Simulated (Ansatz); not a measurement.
**Response to strain in LaAs2**

Base system: LaAs2 (space group P2_1/c, No. 14; a cell from a computed database, its experimental status unchecked).

```
CELL_PARAMETERS angstrom
      4.25933     0.00000     0.00000
      0.00000     6.97930     0.00000
     -3.06012     0.00000    10.28044
ATOMIC_POSITIONS crystal
  La 0.91199 0.68588 0.13964
  La 0.08801 0.31412 0.86036
  La 0.08801 0.18588 0.36036
  La 0.91199 0.81412 0.63964
  As 0.46622 0.35000 0.16951
  As 0.53378 0.65000 0.83049
  As 0.53378 0.85000 0.33049
  As 0.46622 0.15000 0.66951
  As 0.28562 0.62290 0.45111
  As 0.71438 0.37710 0.54889
  As 0.71438 0.12290 0.04889
  As 0.28562 0.87710 0.95111
```

Cartesian axes are those of the cell as printed.

Strains are applied to the cell and any free atomic positions relax; under biaxial strain the out-of-plane vector relaxes too.

Computed with Ansatz (a quantum-chemistry and plane-wave program) r2SCAN, scalar-relativistic without spin-orbit coupling.

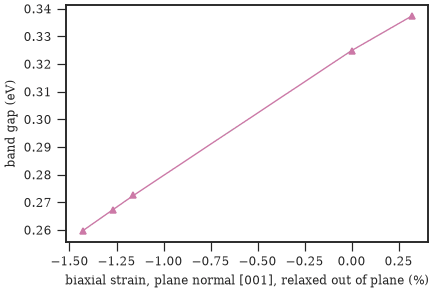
Figure: Band gap against biaxial strain, plane normal [001], relaxed out of plane

```tsv
biaxial strain, plane normal [001], relaxed out of plane (%)	band gap
-1.43	0.26 eV
-1.27	0.27 eV
-1.16	0.27 eV
0.32	0.34 eV
```

Whether these cells are dynamically stable was not tested. The zero or small gap of LaAs2 under biaxial strain −1.43 %, plane normal [001], relaxed out of plane, LaAs2 under biaxial strain −1.27 %, plane normal [001], relaxed out of plane and LaAs2 under biaxial strain −1.16 %, plane normal [001], relaxed out of plane can change with the level of theory.
